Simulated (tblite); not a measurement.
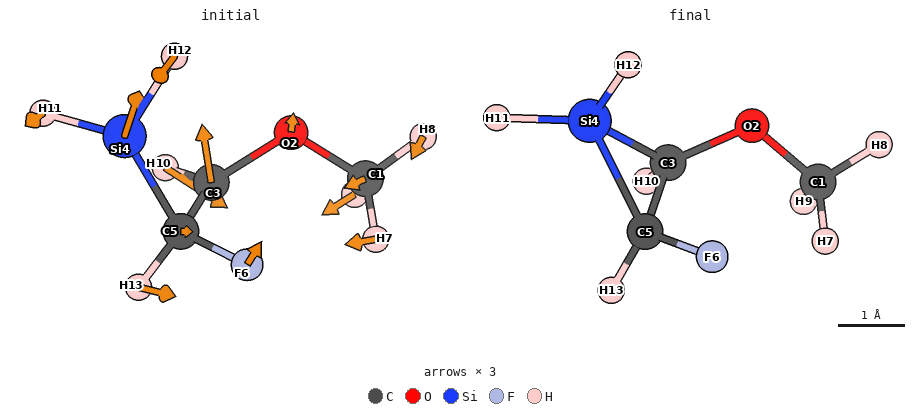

The structure of C₃H₇FOSi before (left) and after (right) a relaxation, at one scale. The orange arrows give the displacements, 3 times their true length.

Style: ball-and-stick. Shown at a tilt.

Theory: GFN2-xTB geometry optimisation, gas phase in tblite. 

> Summarise the run.

The atom that moves furthest after the best rigid fit is H10 (0.40 Å). By element the largest moves are H 0.40 Å, Si 0.37 Å, C 0.32 Å, F 0.15 Å, O 0.11 Å. Some distances before and after: C3–Si4 2.261 → 1.897 Å, Si4–C5 1.758 → 1.900 Å, C3–C5 1.475 → 1.544 Å, Si4–H12 1.499 → 1.444 Å. Among the angles between lasting bonds that change: C3–C5–Si4 88.3° → 65.9°, Si4–C5–H13 114.3° → 124.1°, H11–Si4–H12 112.4° → 122.1°. Over 67 geometry steps the energy falls by 137.5 kJ/mol. The run took 0.28 s on 1 thread of Arm Neoverse V2, on a shared host.
